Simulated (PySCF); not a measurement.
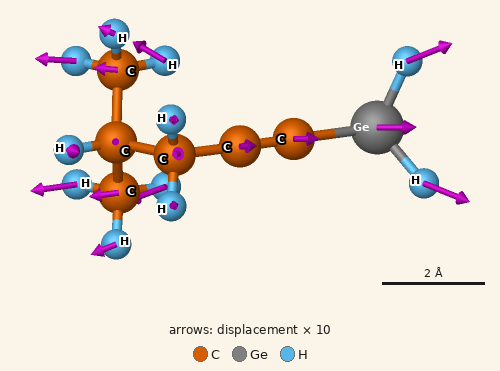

A relaxation of C6H12Ge. The starting structure is drawn; purple arrows show the displacements, 10 times their true length. The two geometries are superimposed by the best rigid fit.

A ball-and-stick model, seen at a tilt.

The start comes from GFN2-xTB.

The calculation used PySCF, PBE0-D3(BJ)/def2-SVP geometry optimisation, gas phase. 

### What did the optimiser do to the structure, and how much energy did it gain?

The atom that moves furthest after the best rigid fit is an H atom (0.11 Å). Largest moves by element: H 0.11 Å, Ge 0.08 Å, C 0.06 Å. Among the contacts that change: Ge–H 1.493 → 1.537 Å, C–H 1.088 → 1.101 Å, C–C 1.207 → 1.219 Å, C–Ge 1.884 → 1.893 Å. Over 3 geometry steps the energy falls by 2.42 kcal/mol. The run took roughly 2.7 core-minutes on a shared host.
